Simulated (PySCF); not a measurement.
# C6H13FOSi: what the fields show

```xyz
22

C    -3.0804   -0.9704    0.2084
C    -2.0263   -0.1979   -0.5841
C    -0.6611   -0.7492   -0.3406
C     0.3849   -0.0825    0.1369
C     1.7125   -0.7816    0.2774
C     2.6431   -0.4040   -0.8688
F     2.1560   -0.8765   -2.0665
Si    0.3298    1.7453    0.5893
O     1.8079    2.0239    1.2265
H    -2.8820   -0.8909    1.2749
H    -3.0682   -2.0230   -0.0662
H    -4.0736   -0.5745    0.0104
H    -2.0594    0.8580   -0.3163
H    -2.2525   -0.2836   -1.6513
H    -0.5580   -1.8019   -0.5862
H     1.5768   -1.8658    0.2780
H     2.1996   -0.4825    1.2054
H     2.7239    0.6818   -0.9697
H     3.6366   -0.8481   -0.7436
H     0.1315    2.6186   -0.5739
H    -0.6866    2.0412    1.6055
H     2.0351    2.8833    1.5682
```

Geometry: GFN2-xTB.

Level of theory: PBE0/pcSseg-1, SCF density, gas phase, non-relativistic (PySCF 2.14.0).

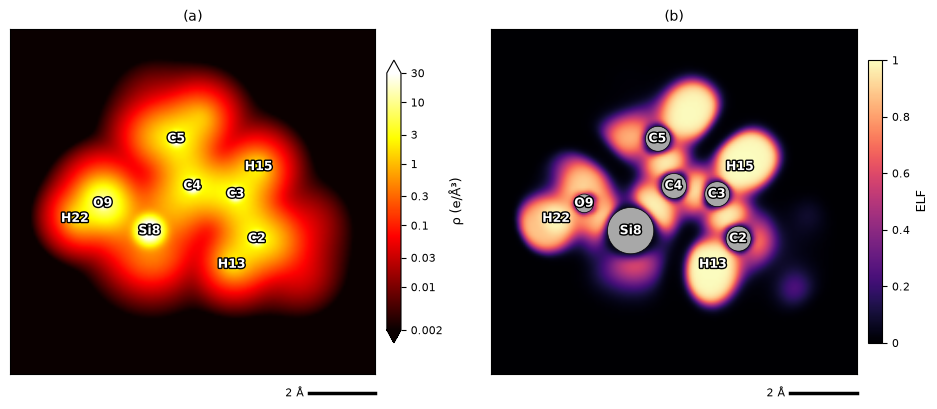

Figure 1. (a) total electron density; (b) ELF on the plane of atoms C3, C4 and C5. Grey discs cover the atomic cores in the ELF map.

### Describe what can be read from this map.

- Atoms in the plane: C, Si, O and H.
- C–C (1.33 Å): ρ at the midpoint is about 2.3 e/Å³; the ELF peaks at about 0.90 between the atoms; a multiple bond.
- Si–O (1.63 Å): the density is about 1.1 e/Å³ at the midpoint; the ELF peaks at about 0.90 between the atoms; a polar covalent bond.
- C–Si (1.88 Å): the density is about 0.95 e/Å³ at the midpoint; the ELF peaks at about 0.95 between the atoms: localised, covalent bonding.
- O–H (0.95 Å): ρ is about 3.7 e/Å³ halfway; the ELF climbs to about 1 towards the hydrogen, as it does in any bond to H: a covalent bond by its length.
- C–C (1.49 Å): ρ at the midpoint is about 1.7 e/Å³; the ELF peaks at about 0.95 between the atoms (a shared electron pair).
- The ELF also peaks beside O9, away from the bonds: lone-pair regions.

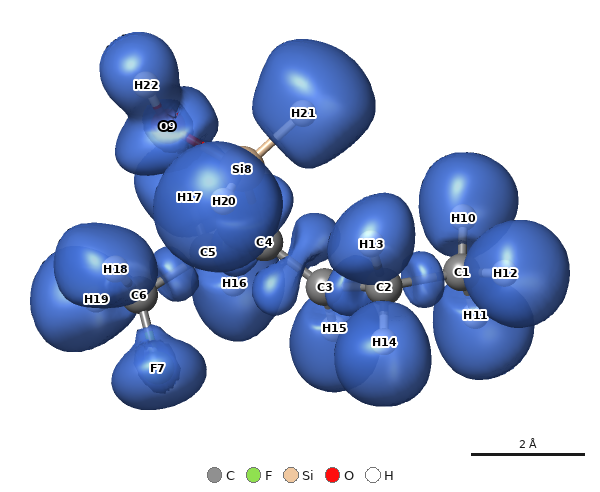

Figure 2. Isosurface of the electron localisation function at 0.75 (blue), seen at an oblique angle. Only the valence region is drawn (cores and ρ < 0.01 e/Å³ removed).

### Identify the bonds, lone pairs and shells in this picture.

The ELF exceeds this value in five regions between bonded C–C atoms (shared pairs), one region between bonded C–Si atoms (shared pairs), twelve regions around hydrogen nuclei, one region on F in which the atom's valence shell and bonds are merged and one joined region spread over several atoms (H, O), in which their bonds and any lone pairs are merged.


 C–F (1.38 Å): the ELF peaks at about 0.85 between the atoms (a shared but strongly polarised pair).

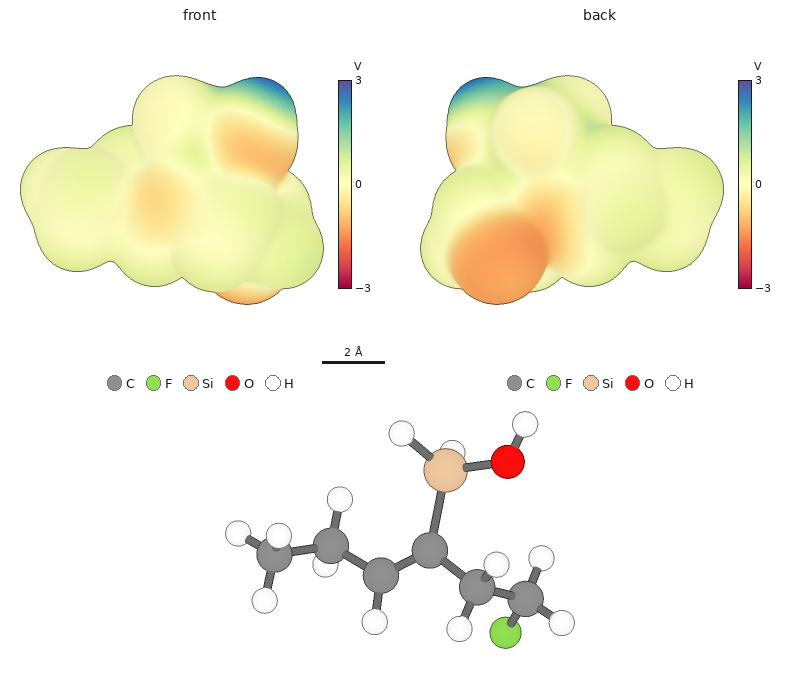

Figure 3. The molecular electrostatic potential painted on the density surface at 0.002 e/bohr³, seen from the front and from behind; the colour scale runs from red (negative) to blue (positive). The bare structure is drawn below in the same view.

### Which sites attract a positive test charge, and which a negative one?

A positive charge is drawn to the negative regions and a negative charge to the positive ones. The most negative region (about −1.4 V) lies over F7, the most positive (about +2.6 V) over H22.
